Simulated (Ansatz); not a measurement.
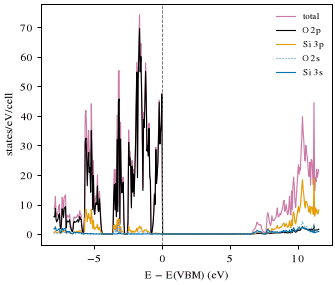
Total and projected density of states of SiO$_{2}$ in space group R-3m (No. 166; Pearson symbol hR36), the program Ansatz at the r²SCAN level (PAW)

Q: Which orbitals carry the states next to the gap?

A: Top 1 eV of the valence band: O 2p 98 %. Bottom 1 eV of the conduction band: Si 3s 29 %, Si 3p 17 %, O 2s 13 %, O 2p 6 %, outside the projected shells 35 %. Projections are on Löwdin-orthogonalised atomic valence shells; empty p or d shells of many metals are not among them.

Q: Where is the tallest occupied peak in this window, and what makes it?

A: Near -1.7 eV, about 74 states/eV per cell; the largest projected share is O 2p.

The first step of the workflow began from a Materials Project structure, measured or hypothetical; the Crystallography Open Database copy checked does not list it. It is not the phase usual at ambient conditions (space group No. 92, 152, 154). The cell was relaxed with r²SCAN under the symmetry of its start; its stability against distortions is not shown here.

Potentials: the earlier of the program's two PAW sets.
